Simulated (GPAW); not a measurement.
# C K ELNES/XANES of rock-salt (TiC)₁₋ₓ(ZrC)ₓ at x = 0.25 from DFT, part 2 of 3

Aim: the C K edge in rock-salt (TiC)₁₋ₓ(ZrC)ₓ at x = 0.25, one member of a composition series.

GPAW 26.7.0; X-ray absorption from dipole matrix elements to empty bands, plane-wave PAW LDA.

So far. Step 3 (Ground state of the crystal): The mesh shows no gap, so the system is treated as a metal and the core electron is put at the Fermi level (neutral cell).

## Step 5: Spectrum with XCH, C atom 2

The holes are 6.3 Å apart. In GPAW the data set carries the hole's charge, so charge=0 means a charged cell and charge=-1 a neutral one. The excited electron is kept in the cell, where it fills the lowest empty states and screens the hole. After the field has converged, empty bands are computed with the density fixed and the dipole matrix elements are summed.

The absorber has 2 Ti at 2.16 Å, 2 Ti at 2.21 Å and 2 Zr at 2.26 Å (distorted octahedral).

Contents of xas.py:

```python
import numpy as np
from ase import Atoms
from ase.parallel import parprint, paropen
from gpaw import GPAW, PW, FermiDirac, Mixer, MixerDif, setup_paths
from gpaw.test import gen
setup_paths.insert(0, '.')
gen('C', name='fch1s', xcname='LDA', corehole=(1, 0, 1), write_xml=True)
from gpaw.mpi import world
world.barrier()

atoms = Atoms('ZrCTiCTiCTiCTiCZrCTiCTiC',
    cell=[[0, 4.421, 4.421],
     [4.421, 0, 4.421],
     [4.421, 4.421, 0]],
    scaled_positions=[[0.9988738, 0.0002773, 0.9994413],
     [0.7488038, 0.2609989, 0.249387],
     [0.9988248, 0.0004165, 0.4994218],
     [0.7436755, 0.2555843, 0.7440637],
     [0.9987688, 0.5003192, 0.9992958],
     [0.7487698, 0.7396245, 0.2492611],
     [0.9990887, 0.5004331, 0.4992008],
     [0.7540659, 0.7450806, 0.7546172],
     [0.498977, 0.0003283, 0.9992141],
     [0.2435121, 0.2555695, 0.2441477],
     [0.4987727, 0.0003985, 0.4993967],
     [0.24877, 0.2611741, 0.7494091],
     [0.4988016, 0.5003029, 0.9994932],
     [0.2541473, 0.7451289, 0.2546828],
     [0.4990143, 0.5003356, 0.4994438],
     [0.2489707, 0.7395424, 0.7495317]],
    pbc=True)
atoms.calc = calc = GPAW(legacy_gpaw=True, mode=PW(500, force_complex_dtype=True), xc='LDA', setups={1: 'fch1s'},
    kpts={'size': (4, 4, 4), 'gamma': True}, occupations=FermiDirac(0.1),
    charge=-1, mixer=Mixer(0.1, 5, 50), maxiter=150,
    convergence={'density': 0.0001, 'eigenstates': 1e-6}, txt='scf.txt')
energy = atoms.get_potential_energy() + calc.get_reference_energy()
ef = calc.get_fermi_level()
out = dict(energy=energy, fermi=ef, forces=atoms.get_forces().tolist())
parprint(f'all-electron energy {energy:.4f} eV, Fermi level {ef:.4f} eV')
ev = np.array([[calc.get_eigenvalues(k, s) for k in range(len(calc.get_ibz_k_points()))] for s in range(calc.get_number_of_spins())])
out['homo'], out['lumo'], out['counts'] = ev[ev < ef].max(), ev[ev > ef].min(), sorted(set((ev < ef).sum((0, 2)).tolist()))
out['filled'] = (ev[:, 0] < ef).sum(1).tolist()

from ase.units import Ha
from gpaw.xas import dipole_matrix_elements
nb = int(calc.get_number_of_electrons() / 2) + 130
top, nb = nb, nb + 8 + nb // 12
nscf = calc.fixed_density(kpts={'size': (6, 6, 6), 'gamma': True}, nbands=nb,
    convergence={'bands': top, 'eigenstates': 5e-3}, maxiter=60, txt='nscf.txt')
cell = atoms.cell.array
ops = [cell.T @ U.T @ np.linalg.inv(cell.T) for U in nscf.wfs.kd.symmetry.op_scc]
E = np.arange(-6, 30, 0.1)
fwhm = np.interp(E, [4, 25], [0.9, 3.5])
Y, X, zero, highest = 0, 0, 1e9, 1e9
for spin in range(nscf.get_number_of_spins()):
    wfs = nscf.wfs
    mine = wfs.bd.get_slice()  # this rank's bands
    A = dipole_matrix_elements(wfs.setups[1])
    eps = np.zeros((wfs.kd.nibzkpts, nb))
    d = np.zeros((3, A.shape[1], wfs.kd.nibzkpts, nb), complex)
    for kpt in wfs.kpt_u:
        if kpt.s == spin and 1 in kpt.P_ani:
            eps[kpt.k, mine] = kpt.eps_n * Ha
            d[:, :, kpt.k, mine] = (kpt.weight * wfs.nspins / 2) ** 0.5 * np.inner(A, kpt.P_ani[1])
    world.sum(eps)
    world.sum(d)
    T = np.einsum('amkn,bmkn->abkn', d, d.conj()).real
    T = sum(np.einsum('ai,ijkn,bj->abkn', R, T, R) for R in ops) / len(ops)
    empty = eps > ef
    zero, highest = min(zero, eps[empty].min()), min(highest, eps[:, top - 1].min())
    lines = [(eps, T, empty)] if spin == 0 else lines + [(eps, T, empty)]
for eps, T, empty in lines:
    f = np.einsum('aakn->akn', T).reshape(3, -1)
    x = eps.ravel() - zero
    w = np.interp(x, E, fwhm) / 2.35482
    g = np.exp(-0.5 * ((E[:, None] - x) / w) ** 2) / (w * (2 * np.pi) ** 0.5)
    Y = Y + (f * empty.ravel()) @ g.T
    X = X + (f * ~empty.ravel()) @ g.T
out.update(E=E.round(2).tolist(), xas=Y.tolist(), xes=X.tolist(), zero=zero, valid=highest - zero, nk=len(eps), nb=nb)
for i in range(0, len(E), 10):
    parprint(f'{E[i]:7.2f}', *(f'{v:10.3e}' for v in Y[:, i]))
import json
with paropen('out.json', 'w') as f:
    json.dump(out, f)
```

Launch:

```
$ OMP_NUM_THREADS=1 mpirun -n 4 gpaw python xas.py
```

Numbers of over 12 decimals in the logs are rounded to 6 here.

What it wrote:

```text
Input parameters:
  charge: -1
  convergence: {density: 0.0001,
                eigenstates: 1e-06}
  kpts: {gamma: True,
         size: (4, 4, 4)}
  maxiter: 150
  mixer: {backend: pulay,
          beta: 0.1,
          method: separate,
          nmaxold: 5,
          weight: 50}
  mode: {ecut: 500.0,
         force_complex_dtype: True,
         name: pw}
  occupations: {fixmagmom: False,
                name: fermi-dirac,
                width: 0.1}
  setups: {1: fch1s}

Initialize ...

[... PAW data sets ...]

Reference energy: -342465.749050  # eV

Spin-paired calculation

[... convergence settings ...]
Symmetries present (total): 1
  [... symmetry matrices ...]

64 k-points: 4 x 4 x 4 Monkhorst-Pack grid + [1/8,1/8,1/8]
36 k-points in the irreducible part of the Brillouin zone
       k-points in crystal coordinates                weights
   0:     0.00000000    0.00000000    0.00000000          1/64
   1:     0.00000000    0.00000000    0.25000000          2/64
   2:     0.00000000    0.00000000    0.50000000          1/64
   3:     0.00000000    0.25000000   -0.25000000          2/64
   4:     0.00000000    0.25000000    0.00000000          2/64
   5:     0.00000000    0.25000000    0.25000000          2/64
   6:     0.00000000    0.25000000    0.50000000          2/64
   7:     0.00000000    0.50000000    0.00000000          1/64
   8:     0.00000000    0.50000000    0.25000000          2/64
   9:     0.00000000    0.50000000    0.50000000          1/64
          ...
  35:     0.50000000    0.50000000    0.50000000          1/64

Wave functions: Plane wave expansion
  Cutoff energy: 500.000 eV
  Number of coefficients (min, max): 4360, 4398
  Pulay-stress correction: 0.000000 eV/Ang^3 (de/decut=0.000000)
  Using FFTW library
  Wavefunction extrapolation:
    Improved wavefunction reuse through dual PAW basis

Occupation numbers: Fermi-Dirac:
  width: 0.1000  # eV

Eigensolver
   Davidson(niter=2)

Densities:
  Coarse grid: 35*35*35 grid
  Fine grid: 70*70*70 grid
  Total Charge: 0.000000

Density mixing:
  Method: separate
  Backend: pulay
  Linear mixing parameter: 0.1
  old densities: 5
  Width of damping distribution: 1.1
  Damping of long wavelength oscillations: 50

[... Hamiltonian set-up ...]
Number of atoms: 16
Number of atomic orbitals: 136
Number of bands in calculation: 82
Number of valence electrons: 129
Bands to converge: occupied

... initialized

Initializing position-dependent things.

Density initialized from atomic densities
Creating initial wave functions:
  82 bands from LCAO basis set

                       Ti
                Ti   C
                 Zr
              C
          Ti    C    Ti
         C    Ti    C
                Ti
             C
         Zr   C
       C

Atomic positions and initial magnetic moments

Positions:
   0 Zr     4.419756    8.834551    4.417247    ( 0.0000,  0.0000,  0.0000)
   1 C      2.256416    4.413002    4.464338    ( 0.0000,  0.0000,  0.0000)
   2 Ti     2.209785    6.623748    4.417646    ( 0.0000,  0.0000,  0.0000)
   3 C      4.419444    6.577295    4.417728    ( 0.0000,  0.0000,  0.0000)
   4 Ti     6.629798    8.833444    6.627468    ( 0.0000,  0.0000,  0.0000)
   5 C      4.371863    4.412295    6.580191    ( 0.0000,  0.0000,  0.0000)
   6 Ti     4.419381    6.623938    6.629386    ( 0.0000,  0.0000,  0.0000)
[...]
13 C      4.420168    2.249538    4.417800    ( 0.0000,  0.0000,  0.0000)
  14 Ti     4.420025    4.414183    4.418126    ( 0.0000,  0.0000,  0.0000)
  15 C      6.583197    4.414379    4.370216    ( 0.0000,  0.0000,  0.0000)

Unit cell:
           periodic     x           y           z      points  spacing
  1. axis:    yes    0.000000    4.421000    4.421000    35     0.1459
  2. axis:    yes    4.421000    0.000000    4.421000    35     0.1459
  3. axis:    yes    4.421000    4.421000    0.000000    35     0.1459

  Lengths:   6.252238   6.252238   6.252238
  Angles:   60.000000  60.000000  60.000000

Effective grid spacing dv^(1/3) = 0.1591

iter:   1  -199.822007
iter:   2  -183.648860   -0.32  -0.89
iter:   3  -172.320778   +0.46  -1.03
iter:   4  -172.734078   -0.56  -1.52
iter:   5  -172.938452   -1.51  -1.49
iter:   6  -172.877853   -0.97  -1.50
iter:   7  -172.958951   -1.80  -1.81
iter:   8  -172.736836   -0.84  -1.85
iter:   9  -172.663530   -1.74  -2.12
iter:  10  -172.611761   -2.85  -2.25
iter:  11  -172.637503c  -1.66  -2.42
iter:  12  -172.585807c  -3.02  -2.36
iter:  13  -172.588878c  -2.74  -2.95
iter:  14  -172.585538c  -4.04  -2.88
iter:  15  -172.585097c  -3.37  -3.08
iter:  16  -172.584345c  -4.56  -3.24
iter:  17  -172.584312c  -5.53  -3.57
iter:  18  -172.584434c  -4.71  -3.68
iter:  19  -172.584311c  -4.80  -3.64
iter:  20  -172.584328c  -5.46  -4.03c
iter:  21  -172.584312c  -6.77c -4.20c

Converged after 21 iterations.

Dipole moment: (0.094891, 0.872335, 0.360906) |e|*Ang

Energy contributions relative to reference atoms: (reference = -342465.749050)

Kinetic:       +127.109612
Potential:     -143.772743
External:        +0.000000
XC:            -156.655849
Entropy (-ST):   -0.113140
Local:           +0.791238
SIC:             +0.000000
--------------------------
Free energy:   -172.640882
Extrapolated:  -172.584312

Showing only first 2 kpts
 Kpt  Band  Eigenvalues  Occupancy
  0    62     10.10638    1.64180
  0    63     10.31181    0.74018
  0    64     10.71091    0.02148
  0    65     10.71220    0.02121

  1    62      9.67347    1.99427
  1    63      9.67835    1.99398
  1    64     10.06666    1.74421
[...]
Fermi level: 10.25863

No gap
No difference between direct/indirect transitions

Forces in eV/Ang:
  0 Zr    0.10386   -0.00641   -0.00174
  1 C    -0.10566    0.00343   -0.10266
  2 Ti    0.00344    0.16417    0.00983
  3 C     0.00349   -0.00786   -0.01038
  4 Ti    0.01934    0.00953   -0.00562
  5 C    -0.00461    0.00953   -0.00499
  6 Ti    0.00701   -0.00264   -0.01898
[...]
13 C    -0.00354    0.00580   -0.01284
 14 Ti   -0.01468   -0.01059    0.00610
 15 C    -0.00590   -0.01166   -0.00412
Scalar-relativistic atomic LDA calculation for C (Carbon, Z=6)
Core hole in 1s state (1s occupation: 1.0)
300 radial gridpoints.
|------------------------------------------------|
|------------------------------------------------|
[... the atom generator's iteration count ...]

Energy contributions:
-------------------------
Kinetic:      +26.191319
XC:            -3.250568
Potential:    -49.301465
-------------------------
Total:        -26.360713

state      eigenvalue         ekin         rmax
-----------------------------------------------
1s^1.0 :   -12.242791    17.075241        0.169
2s^2.0 :    -1.088966     2.357774        1.067
2p^2.0 :    -0.788324     2.200265        0.916
-----------------------------------------------
(units: Bohr and Hartree)

Generating PAW setup
Kinetic energy of the core from tauc = 17.083225
Cutoffs:
rc(s)=1.200
rc(p)=1.200
rc(d)=1.200
rc(vbar)=1.080
rc(comp)=1.200
rc(nct)=1.200

Kinetic energy of the core states: 17.075241
Charge: 1.0
Core electrons: 1.0
Valence electrons: 4.0
Pseudo-core charge: 0.009839
Shape function alpha=6.944
Pseudo-electron charge 3.948111
state    eigenvalue         norm
--------------------------------
2s(2) :    -1.088966     1.079442
*s    :    -0.088966
2p(2) :    -0.788324     0.889693
*p    :     0.211676
*d    :     0.000000
--------------------------------

Diagonalizing with gridspacing h=0.050

state   all-electron     PAW
-------------------------------
2s:      -1.088966    -1.089850
2p:      -0.788324    -0.789871
*d:                   -0.068511
*f:                   -0.014334
-------------------------------
all-electron energy -342638.3334 eV, Fermi level 10.2586 eV
[...]
27.00  1.947e-04  1.932e-04  1.946e-04
  28.00  2.230e-04  2.267e-04  2.229e-04
  29.00  2.331e-04  2.391e-04  2.329e-04
```

It took 12 min on 4 MPI ranks of Arm Neoverse V2, shared host; peak memory 1.2 GiB; 48 min of CPU time.

The C K spectrum, C atom 2, excited-electron core hole (neutral cell) (energy from the lowest empty level; intensity scaled to a mean of 1 over the first 20 eV):

| E (eV) | isotropic | ε ∥ x | ε ∥ y |
| --- | --- | --- | --- |
| -2.0 | 0.00 | 0.00 | 0.00 |
| -0.5 | 0.07 | 0.08 | 0.07 |
| 1.0 | 0.82 | 0.90 | 0.66 |
| 2.5 | 1.57 | 1.64 | 1.41 |
| 4.0 | 1.92 | 1.34 | 3.09 |
| 5.5 | 1.04 | 0.95 | 1.22 |
| 7.0 | 0.42 | 0.39 | 0.48 |
| 8.5 | 0.97 | 1.37 | 0.17 |
| 10.0 | 0.94 | 1.00 | 0.82 |
| 11.5 | 1.04 | 0.97 | 1.17 |
| 13.0 | 1.70 | 1.60 | 1.92 |
| 14.5 | 1.24 | 1.24 | 1.24 |
| 16.0 | 0.67 | 0.75 | 0.53 |
| 17.5 | 0.49 | 0.46 | 0.54 |
| 19.0 | 0.46 | 0.44 | 0.51 |
| 20.5 | 0.36 | 0.37 | 0.36 |
| 22.0 | 0.29 | 0.29 | 0.30 |
| 23.5 | 0.27 | 0.27 | 0.29 |
| 25.0 | 0.40 | 0.40 | 0.40 |
| 26.5 | 0.70 | 0.70 | 0.69 |
| 28.0 | 0.92 | 0.91 | 0.93 |
| 29.5 | 0.96 | 0.95 | 0.97 |

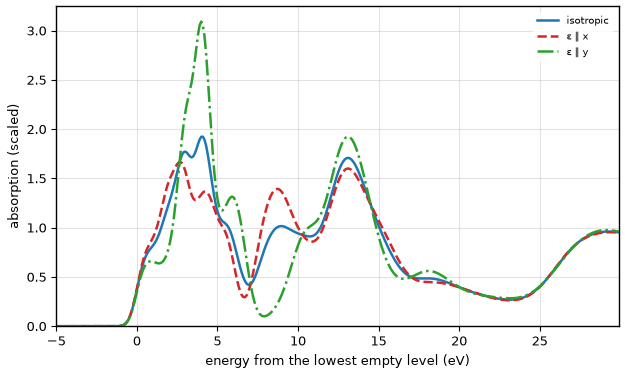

The C K edge, C atom 2, excited-electron core hole (neutral cell): main maxima at 3.0, 4.1 and 13.1 eV.

Main maxima below 24 eV (height): 3.0 eV (1.77), 4.1 eV (1.92), 9.0 eV (1.02) and 13.1 eV (1.71). A K edge sees empty p states; the first features are C p mixed into the empty d states of the Ti and Zr neighbours, and the broad ones above probably into the cations' higher empty bands.

The total-energy difference is 284.80 eV. One term is added: -6.67 eV, since the hole is spin-paired here and a spin-polarised one costs that much less in the free atom (computed apart). The photon energy is then 278.13 eV. The functional leaves an error in such absolute values: in the free atom LDA prices this hole 2.9 eV below PBE (computed apart), and PBE is itself good to a few eV.

## Step 6: Reference energy of the cell

The absorbing element, whose data set is made anew, changes for the next run, so it gets a reference energy of its own.

Contents of scf.py:

```python
import numpy as np
from ase import Atoms
from ase.parallel import parprint, paropen
from gpaw import GPAW, PW, FermiDirac, Mixer, MixerDif, setup_paths
from gpaw.test import gen
setup_paths.insert(0, '.')
gen('Ti', name='nch1s', xcname='LDA', corehole=(1, 0, 0), write_xml=True)
from gpaw.mpi import world
world.barrier()

atoms = Atoms('ZrCTiCTiCTiCTiCZrCTiCTiC',
    cell=[[0, 4.421, 4.421],
     [4.421, 0, 4.421],
     [4.421, 4.421, 0]],
    scaled_positions=[[0.9988738, 0.0002773, 0.9994413],
     [0.7488038, 0.2609989, 0.249387],
     [0.9988248, 0.0004165, 0.4994218],
     [0.7436755, 0.2555843, 0.7440637],
     [0.9987688, 0.5003192, 0.9992958],
     [0.7487698, 0.7396245, 0.2492611],
     [0.9990887, 0.5004331, 0.4992008],
     [0.7540659, 0.7450806, 0.7546172],
     [0.498977, 0.0003283, 0.9992141],
     [0.2435121, 0.2555695, 0.2441477],
     [0.4987727, 0.0003985, 0.4993967],
     [0.24877, 0.2611741, 0.7494091],
     [0.4988016, 0.5003029, 0.9994932],
     [0.2541473, 0.7451289, 0.2546828],
     [0.4990143, 0.5003356, 0.4994438],
     [0.2489707, 0.7395424, 0.7495317]],
    pbc=True)
atoms.calc = calc = GPAW(legacy_gpaw=True, mode=PW(500, force_complex_dtype=True), xc='LDA', setups={2: 'nch1s'},
    kpts={'size': (4, 4, 4), 'gamma': True}, occupations=FermiDirac(0.1),
    charge=0, mixer=Mixer(0.1, 5, 50), maxiter=150,
    convergence={'density': 0.0001, 'eigenstates': 1e-6}, txt='scf.txt')
energy = atoms.get_potential_energy() + calc.get_reference_energy()
ef = calc.get_fermi_level()
out = dict(energy=energy, fermi=ef, forces=atoms.get_forces().tolist())
parprint(f'all-electron energy {energy:.4f} eV, Fermi level {ef:.4f} eV')
ev = np.array([[calc.get_eigenvalues(k, s) for k in range(len(calc.get_ibz_k_points()))] for s in range(calc.get_number_of_spins())])
out['homo'], out['lumo'], out['counts'] = ev[ev < ef].max(), ev[ev > ef].min(), sorted(set((ev < ef).sum((0, 2)).tolist()))
out['filled'] = (ev[:, 0] < ef).sum(1).tolist()
import json
with paropen('out.json', 'w') as f:
    json.dump(out, f)
```

Launch:

```
$ OMP_NUM_THREADS=1 mpirun -n 4 gpaw python scf.py
```

What it wrote:

```text
Input parameters:
  convergence: {density: 0.0001,
                eigenstates: 1e-06}
  kpts: {gamma: True,
         size: (4, 4, 4)}
  maxiter: 150
  mixer: {backend: pulay,
          beta: 0.1,
          method: separate,
          nmaxold: 5,
          weight: 50}
  mode: {ecut: 500.0,
         force_complex_dtype: True,
         name: pw}
  occupations: {fixmagmom: False,
                name: fermi-dirac,
[...]
4s(2) :    -0.168799     0.990650
3p(6) :    -1.425558     0.436626
4p(0) :    -0.056429     0.981035
3d(2) :    -0.164024     0.588737
*d    :     0.835976
--------------------------------

Diagonalizing with gridspacing h=0.050

state   all-electron     PAW
-------------------------------
3s:      -2.287902    -2.288205
3p:      -1.425558    -1.426242
3d:      -0.164024    -0.164519
*f:                    0.065395
-------------------------------
all-electron energy -342923.1326 eV, Fermi level 10.0035 eV
[key lines of the parts left out:]
Converged after 21 iterations.
Dipole moment: (0.132096, 0.870113, 0.367912) |e|*Ang
Free energy:   -155.934860
Fermi level: 10.00351
```

Wall time 2.7 min (4 MPI ranks); peak memory 0.43 GiB; 11 min of CPU time.

Reference energy: -342923.133 eV with the cores included.

(Continued in part 3 of 3.)

[Banner, clock and machine lines of the logs are left out without a mark of their own.]

[Logs are printed without paths, hosts, clocks, repeated set-up lines and the standing remarks that a program may print on its own settings, such as how far it seeks lower states.]

[Hosts, paths, dates, database ids (printed as entryN), source tags and the programs' standing remarks are cut or masked in the printed files.]

[Lists of maxima count a maximum above −3 eV only where it reaches 4 % of the highest in the window and stands out from its surroundings by 2 % of it (1.5 % where it reaches 55 %); shoulders and weaker maxima are passed over, and of the rest the first, up to two pre-edge ones and the few strongest are named.]
